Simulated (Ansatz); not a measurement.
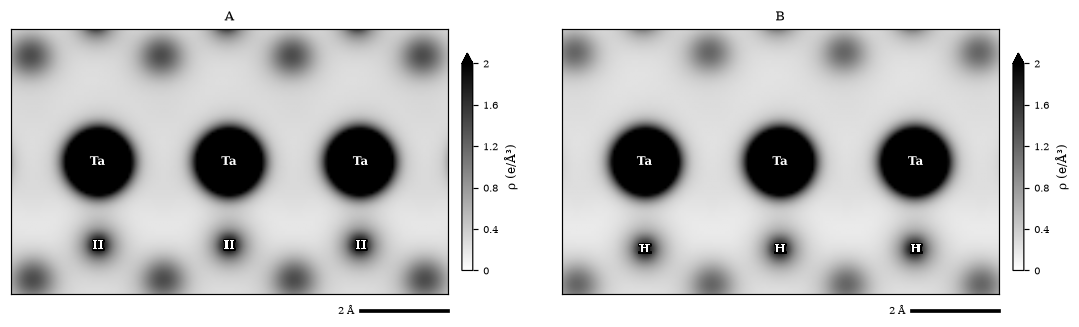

Ta₂H₃. The valence electron density of two cells that differ in size and shape, on the (010) plane of each (indices in the axes of the calculation cell), at one length scale and on one colour scale; one has 7.9 and the other 8.7 Å³ an atom.

Space group C2/m; a structure generated by program, which may or may not match a known phase; computed without spin polarisation.

The calculation used Ansatz, DFT PBE, scalar-relativistic, plane waves, PAW.

In a PAW calculation such maps are meaningful between the atoms, not at the nuclei.

> Which is the denser cell? Describe the effect of the change.

Panel A is the smaller cell, by 9 % in volume. From the larger cell to the smaller, Ta–H goes from 2.01 to 1.92 Å, and the density at its midpoint from 0.65 to 0.82 e/Å³; the pressure goes from 0.0 to 23 GPa.
